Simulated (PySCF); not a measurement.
SMILES CO[SiH2][Si](C)(C)C (C4H14OSi2) at its GFN2-xTB optimised geometry (Å):

```
21

C      2.1092    -2.0366    -0.0014
O      1.2588    -0.9345     0.0000
Si    -0.3698    -0.9345     0.0000
Si    -0.7848     1.3375     0.0000
C     -0.0846     2.2278    -1.5452
C     -0.0845     2.2300     1.5440
C     -2.6770     1.5998    -0.0009
H      1.9433    -2.6543    -0.8874
H      3.1388    -1.6760    -0.0033
H      1.9464    -2.6540     0.8854
H     -0.8585    -1.7164    -1.1533
H     -0.8587    -1.7186     1.1516
H     -0.2836     3.2960    -1.5225
H     -0.5231     1.8332    -2.4575
H      0.9908     2.0952    -1.6169
H     -0.2733     3.3001     1.5142
H      0.9894     2.0875     1.6221
H     -0.5315     1.8448     2.4564
H     -3.1388     1.1459    -0.8721
H     -2.9338     2.6543    -0.0085
H     -3.1386     1.1585     0.8770
```

Method: B3LYP/def2-SVP (PySCF). Cells within 0.4 Å of a nucleus heavier than hydrogen are left out (blank, or x).

Map of the electron localisation function on the plane z = 0.0 Å:

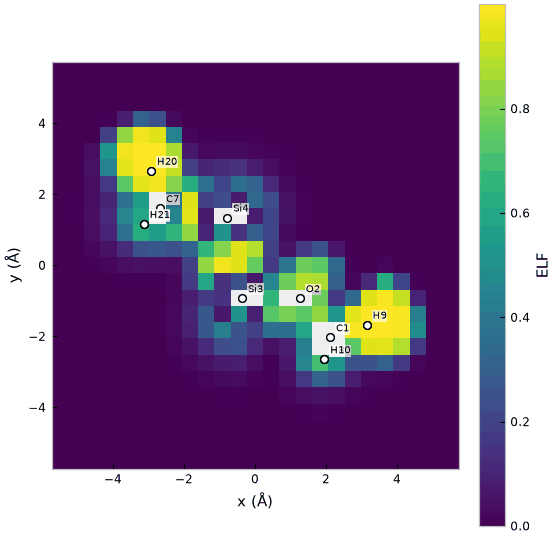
*Electron localisation function on the plane z = 0.0 Å.*
